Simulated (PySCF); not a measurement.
System: C$_{2}$H$_{8}$BSi (SMILES CBC[SiH2-]) (charge −1).

```xyz
12

C    -1.4521    0.6415   -0.3032
B    -0.2291   -0.3796   -0.5481
C     0.4219   -1.1115    0.6240
Si    1.7180    0.2858    0.3878
H    -2.4122    0.1542   -0.5128
H    -1.4975    0.9979    0.7283
H    -1.4092    1.5251   -0.9474
H    -0.0485   -0.7683   -1.6648
H     0.8972   -2.0789    0.4839
H    -0.0062   -1.0570    1.6216
H     2.6251    0.1912   -0.7108
H     1.3928    1.5997    0.8416
```

Geometry: GFN2-xTB; a saddle point, not a minimum.

Level of theory: PBE0/pcSseg-1, SCF density, in a dimethylsulfoxide solvent model, non-relativistic (PySCF).

What will maps of the electron density and electron localisation function show?

C–B (1.53 Å): the density is about 1.4 e/Å³ at the midpoint; the ELF peaks at about 0.95 between the atoms (a covalent bond).
C–H (1.09 Å): the density is about 1.9 e/Å³ at the midpoint; the ELF climbs to about 1 towards the hydrogen, as it does in any bond to H: a covalent bond by its length.
C–B (1.61 Å): the density is about 1.3 e/Å³ at the midpoint; the ELF peaks at about 1 between the atoms (a shared electron pair).

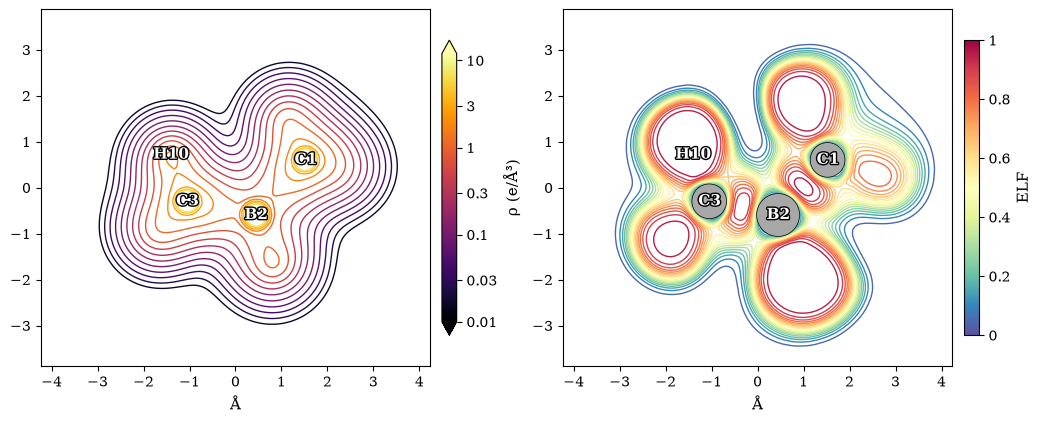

Computed electron density and electron localisation function on the plane of atoms C1, B2 and C3, in this order. Grey discs cover the atomic cores in the ELF map. 
